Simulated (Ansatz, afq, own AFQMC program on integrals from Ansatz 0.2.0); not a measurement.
**BNH2+ (doublet): quantum Monte Carlo beside coupled cluster, cc-pVDZ**

Aim: compute BNH2+ (doublet) with auxiliary-field quantum Monte Carlo on the same integrals as coupled cluster, and set the energies side by side.

Computed with Ansatz 0.2.0, Gaussian basis, and an in-house AFQMC program (afq) on its integrals; all values are calculated. Level: cc-pVDZ, frozen cores.

Plan: PBE (unrestricted); r2SCAN (unrestricted); PBE0 (unrestricted); B3LYP (unrestricted); wB97M-V (unrestricted); B2PLYP (unrestricted); CCSD(T) on UHF; CCSDT(Q) on UHF; Phaseless AFQMC, CISD trial on UHF; Phaseless AFQMC, single-determinant trial on UHF; Free-projection AFQMC, CISD trial on UHF.

## (1) What is computed

The geometry is a PBE0/def2-TZVP stationary point (not a proven minimum) of the parent state, kept for this charge and spin.

4 atoms, charge 1, spin multiplicity 2.

Atoms are counted from 1 here; the program's logs count them from 0.

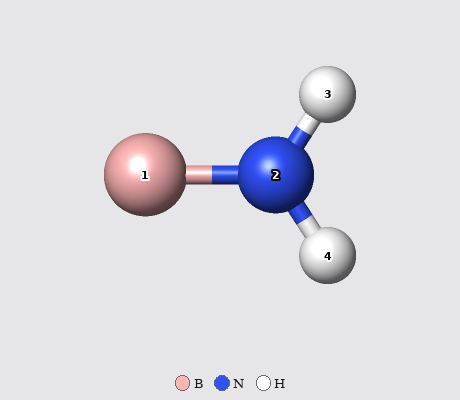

The structure; boron pink, nitrogen blue, hydrogen white; atoms are numbered from 1 in the order of the file.

## (2) PBE (unrestricted)

in.yaml

```yaml
crystal:
  periodic: [false, false, false]
  atoms:
    - {symbol: B, position_ang: [0.000000, 0.000000, 0.859982]}
    - {symbol: N, position_ang: [0.000000, 0.000000, -0.511503]}
    - {symbol: H, position_ang: [0.000000, 0.850874, -1.057997]}
    - {symbol: H, position_ang: [0.000000, -0.850874, -1.057997]}
basis:
  gaussian: {orbitals: cc-pVDZ}
total_charge: 1
magnetization: {spin_polarized: true, initial_magnetization: 1}
hamiltonian: {xc: {name: PBE}}
output: {orbitals: {seedname: orbitals}}
```

Command:

```bash
> ansatz run in.yaml --threads 1 --pin off --events-out ev --progress --plain --max-ram 1843MiB
```

Log:

```text
Functional definition: PBE
  name "PBE"
  cite "Perdew, Burke & Ernzerhof, Phys. Rev. Lett. 77, 3865 (1996) doi:10.1103/PhysRevLett.77.3865"
  parent pbe
  parameter kappa = 0.804
  parameter beta = 0.06672455060314922
  exchange = pbe_x(kappa = kappa, mu = beta*pi^2/3)
  correlation = pbe_c(beta = beta)
468 factors; their error is unknown
mean field evaluation 1: about -2165.5586 eV, gradient 6.9e1 eV
mean field evaluation 2: about -2077.3745 eV, gradient 1.3e2 eV
mean field evaluation 4: about -2184.5937 eV, gradient 1.0e1 eV
mean field evaluation 8: about -2185.1857 eV, gradient 1.0e-1 eV
mean field -2185.18572084 eV, -80.3040940690 hartree, gradient 2.6e-5 eV, S^2 0.759022; 0 other end points of the search recorded, 0 dependent functions left out
reference -2185.18574753 eV, -80.3040950496 hartree; 7, 6 occupied and 31, 32 virtual orbitals, 468 factors
Total energy: -2185.18574753 eV, -80.3040950496 hartree
```

Run time: 0.66 s. Hardware: 1 thread of Intel Xeon Platinum 8375C at 2.90GHz (Ice Lake), shared host; peak memory 0.33 GiB.

From the report: ⟨S²⟩ of the determinant 0.759 (pure doublet: 0.75).

## (3) r2SCAN (unrestricted)

in.yaml: that of step 2 with these lines changed.

```diff
@@ -11,3 +11,2 @@
 magnetization: {spin_polarized: true, initial_magnetization: 1}
-hamiltonian: {xc: {name: PBE}}
-output: {orbitals: {seedname: orbitals}}
+hamiltonian: {xc: {name: r2SCAN}}
```

Launched as before.

Log:

```text
Functional definition: r2SCAN
  name "r2SCAN"
  cite "Furness, Kaplan, Ning, Perdew & Sun, J. Phys. Chem. Lett. 11, 8208 (2020) doi:10.1021/acs.jpclett.0c02405"
  cite "Furness, Kaplan, Ning, Perdew & Sun, J. Phys. Chem. Lett. 11, 9248 (2020) doi:10.1021/acs.jpclett.0c03077"
  parent r2scan
  parameter k0 = 0.174
  parameter k1 = 0.065
  parameter a1 = 4.9479
  exchange = r2scan_x(k0 = k0, k1 = k1, a1 = a1)
  correlation = r2scan_c
468 factors; their error is unknown
mean field evaluation 1: about -2170.0640 eV, gradient 6.4e1 eV
mean field evaluation 2: about -2113.4955 eV, gradient 1.0e2 eV
mean field evaluation 4: about -2186.7424 eV, gradient 6.5e0 eV
mean field evaluation 8: about -2186.9787 eV, gradient 3.2e-2 eV
mean field evaluation 16: about -2186.9788 eV, gradient 8.5e-5 eV
mean field -2186.97875505 eV, -80.3699868608 hartree, gradient 8.5e-5 eV, S^2 0.765413; 0 other end points of the search recorded, 0 dependent functions left out
reference -2186.97876384 eV, -80.3699871839 hartree; 7, 6 occupied and 31, 32 virtual orbitals, 468 factors
Total energy: -2186.97876384 eV, -80.3699871839 hartree
```

Wall time 0.99 s (1 thread of Intel Xeon Platinum 8375C at 2.90GHz (Ice Lake), shared host); peak memory 0.33 GiB.

From the report: ⟨S²⟩ of the determinant 0.765 (pure doublet: 0.75).

## (4) PBE0 (unrestricted)

in.yaml: that of step 3 with these lines changed.

```diff
@@ -11,2 +11,3 @@
 magnetization: {spin_polarized: true, initial_magnetization: 1}
-hamiltonian: {xc: {name: r2SCAN}}
+hamiltonian: {xc: {name: PBE0}}
+output: {orbitals: {seedname: orbitals}}
```

Same command.

Log:

```text
Functional definition: PBE0
  name "PBE0"
  cite "Adamo & Barone, J. Chem. Phys. 110, 6158 (1999) doi:10.1063/1.478522"
  cite "Perdew, Burke & Ernzerhof, Phys. Rev. Lett. 77, 3865 (1996) doi:10.1103/PhysRevLett.77.3865"
  parent pbe
  parameter a = 0.25
  parameter kappa = 0.804
  parameter beta = 0.06672455060314922
  exchange = (1 - a)*pbe_x(kappa = kappa, mu = beta*pi^2/3) + a*exact_x
  correlation = pbe_c(beta = beta)
355 factors; integrals over basis functions are off by at most 1.3e-3 eV
mean field evaluation 1: about -2170.6849 eV, gradient 6.0e1 eV
mean field evaluation 2: about -2133.8395 eV, gradient 9.1e1 eV
mean field evaluation 4: about -2185.3865 eV, gradient 3.7e0 eV
mean field evaluation 8: about -2185.4642 eV, gradient 3.0e-2 eV
mean field evaluation 16: about -2185.4643 eV, gradient 8.3e-6 eV
mean field -2185.46426243 eV, -80.3143302834 hartree, gradient 8.3e-6 eV, S^2 0.760021; 0 other end points of the search recorded, 0 dependent functions left out
reference -2185.46428255 eV, -80.3143310229 hartree; 7, 6 occupied and 31, 32 virtual orbitals, 355 factors
Total energy: -2185.46428255 eV, -80.3143310229 hartree
```

It took 0.81 s on 1 thread of Intel Xeon Platinum 8375C at 2.90GHz (Ice Lake), shared host; peak memory 0.33 GiB.

From the report: ⟨S²⟩ of the determinant 0.760 (pure doublet: 0.75).

## (5) B3LYP (unrestricted)

in.yaml: that of step 4 with these lines changed.

```diff
@@ -11,3 +11,2 @@
 magnetization: {spin_polarized: true, initial_magnetization: 1}
-hamiltonian: {xc: {name: PBE0}}
-output: {orbitals: {seedname: orbitals}}
+hamiltonian: {xc: {name: B3LYP}}
```

Same command.

Log, cut to the lines that bear on the results:

```text
Functional definition: B3LYP
  name "B3LYP"
  cite "Stephens, Devlin, Chabalowski & Frisch, J. Phys. Chem. 98, 11623 (1994) doi:10.1021/j100096a001"
  cite "Becke, Phys. Rev. A 38, 3098 (1988) doi:10.1103/PhysRevA.38.3098"
  cite "Lee, Yang & Parr, Phys. Rev. B 37, 785 (1988) doi:10.1103/PhysRevB.37.785"
  cite "Vosko, Wilk & Nusair, Can. J. Phys. 58, 1200 (1980) doi:10.1139/p80-159"
[...]
355 factors; integrals over basis functions are off by at most 1.3e-3 eV
[...]
mean field -2188.27896486 eV, -80.4177686899 hartree, gradient 7.2e-6 eV, S^2 0.756261; 0 other end points of the search recorded, 0 dependent functions left out
reference -2188.27913097 eV, -80.4177747944 hartree; 7, 6 occupied and 31, 32 virtual orbitals, 355 factors
Total energy: -2188.27913097 eV, -80.4177747944 hartree
```

It took 0.66 s on 1 thread of Intel Xeon Platinum 8375C at 2.90GHz (Ice Lake), shared host; peak memory 0.33 GiB.

From the report: ⟨S²⟩ of the determinant 0.756 (pure doublet: 0.75).

## (6) wB97M-V (unrestricted)

in.yaml: that of step 5 with these lines changed.

```diff
@@ -11,2 +11,3 @@
 magnetization: {spin_polarized: true, initial_magnetization: 1}
-hamiltonian: {xc: {name: B3LYP}}
+hamiltonian: {xc: {name: wB97M-V}}
+output: {orbitals: {seedname: orbitals}}
```

The command is unchanged.

Log, cut to the lines that bear on the results:

```text
Functional definition: wB97M-V
  name "wB97M-V"
  cite "Mardirossian & Head-Gordon, J. Chem. Phys. 144, 214110 (2016) doi:10.1063/1.4952647"
  cite "Becke, J. Chem. Phys. 107, 8554 (1997) doi:10.1063/1.475007"
  cite "Vydrov & Van Voorhis, J. Chem. Phys. 133, 244103 (2010) doi:10.1063/1.3521275"
  # Of w^i u^j: cxij and so on, Table III.
[...]
  gx(w, u) = 1 - cx + cx01*u + cx10*w
  gss(w, u) = css00 + css04*u^4 + css10*w + css20*w^2 + css43*w^4*u^3
  gos(w, u) = cos00 + cos10*w + (cos20 + cos21*u)*w^2 + (cos60 + cos61*u)*w^6
[...]
      + integral(e_c_pw_mod_opposite_spin*gos(b97_w_opposite, b97_u_opposite)) + vv10(b, c)
355 factors; integrals over basis functions are off by at most 1.3e-3 eV
116 factors; integrals over basis functions are off by at most 4.0e-6 eV
[...]
mean field -2187.22404538 eV, -80.3790011139 hartree, gradient 4.7e-5 eV, S^2 0.756253; 0 other end points of the search recorded, 0 dependent functions left out
reference -2187.22407468 eV, -80.3790021909 hartree; 7, 6 occupied and 31, 32 virtual orbitals, 355 factors
Total energy: -2187.22407468 eV, -80.3790021909 hartree
```

Wall time 1.6 s (1 thread of Intel Xeon Platinum 8375C at 2.90GHz (Ice Lake), shared host); peak memory 0.33 GiB.

From the report: ⟨S²⟩ of the determinant 0.756 (pure doublet: 0.75).

## (7) B2PLYP (unrestricted)

in.yaml: that of step 6 with these lines changed.

```diff
@@ -11,3 +11,3 @@
 magnetization: {spin_polarized: true, initial_magnetization: 1}
-hamiltonian: {xc: {name: wB97M-V}}
-output: {orbitals: {seedname: orbitals}}
+hamiltonian: {xc: {name: B2PLYP}}
+correlation: {electrons: outside_noble_gas}
```

Launched as before.

Log, cut to the lines that bear on the results:

```text
Functional definition: B2PLYP
  name "B2PLYP"
  cite "Grimme, J. Chem. Phys. 124, 034108 (2006) doi:10.1063/1.2148954"
  cite "Becke, Phys. Rev. A 38, 3098 (1988) doi:10.1103/PhysRevA.38.3098"
  cite "Lee, Yang & Parr, Phys. Rev. B 37, 785 (1988) doi:10.1103/PhysRevB.37.785"
[...]
355 factors; integrals over basis functions are off by at most 1.3e-3 eV
[...]
mean field -2184.11934116 eV, -80.2649053383 hartree, gradient 4.2e-7 eV, S^2 0.759483; 1 other end points of the search recorded, 0 dependent functions left out
2 core orbitals not correlated: weight in the atoms' cores, before any rotation towards them, 1.000 or more for the frozen orbitals, at most 0.000 for the correlated occupied ones
reference -2184.11944717 eV, -80.2649092342 hartree; 5, 4 occupied and 31, 32 virtual orbitals, 355 factors
second order -6.94135400 eV of doubles, -0.00000000 eV of singles
Total energy: -2185.99361275 eV, -80.3337835489 hartree
```

It took 1.1 s on 1 thread of Intel Xeon Platinum 8375C at 2.90GHz (Ice Lake), shared host; peak memory 0.33 GiB.

From the report: ⟨S²⟩ of the determinant 0.759 (pure doublet: 0.75).

## (8) CCSD(T) on UHF

in.yaml: that of step 7 with these lines changed.

```diff
@@ -11,3 +11,2 @@
 magnetization: {spin_polarized: true, initial_magnetization: 1}
-hamiltonian: {xc: {name: B2PLYP}}
-correlation: {electrons: outside_noble_gas}
+correlation: {method: ccsd_t, electrons: outside_noble_gas, hamiltonian_folder: ham}
```

Launched as before.

Log, cut to the lines that bear on the results:

```text
Functional definition: HF
  name "HF"
  cite "Fock, Z. Phys. 61, 126 (1930) doi:10.1007/BF01340294"
  parent pbe
[...]
355 factors; integrals over basis functions are off by at most 1.3e-3 eV
[...]
mean field -2175.95387154 eV, -79.9648298644 hartree, gradient 1.6e-6 eV, S^2 0.775949; 2 other end points of the search recorded, 0 dependent functions left out
determinant -2175.95387154 eV, -79.9648298644 hartree, with singles and doubles -2182.00553218 eV, -80.1872242913 hartree
determinant -2173.11469544 eV, -79.8604920672 hartree, with singles and doubles -2179.07906294 eV, -80.0796785301 hartree
determinant -2172.60248788 eV, -79.8416687867 hartree, with singles and doubles -2177.42997143 eV, -80.0190755351 hartree
2 core orbitals not correlated: weight in the atoms' cores, before any rotation towards them, 1.000 or more for the frozen orbitals, at most 0.000 for the correlated occupied ones
reference -2175.95387154 eV, -79.9648298644 hartree; 5, 4 occupied and 31, 32 virtual orbitals, 355 factors
second order -5.58332973 eV of doubles, -0.00000000 eV of singles
cycle   1  -6.05229537 eV  change   -6.3e-4 eV  update   1.3e-3
[...]
cycle   7  -6.05324910 eV  change    8.0e-6 eV  update   4.6e-6
perturbative correction -0.18727157 eV, -0.0068821033 hartree
Total energy: -2182.19439221 eV, -80.1941647692 hartree
```

Wall time 1.6 s (1 thread of Intel Xeon Platinum 8375C at 2.90GHz (Ice Lake), shared host); peak memory 0.33 GiB.

From the report: ⟨S²⟩ of the determinant 0.776 (pure doublet: 0.75); correlation -6.2405 eV; T1 0.021; largest double amplitude 0.08.

This run also writes the integrals to the folder ham.

[end of part 1 of 2]
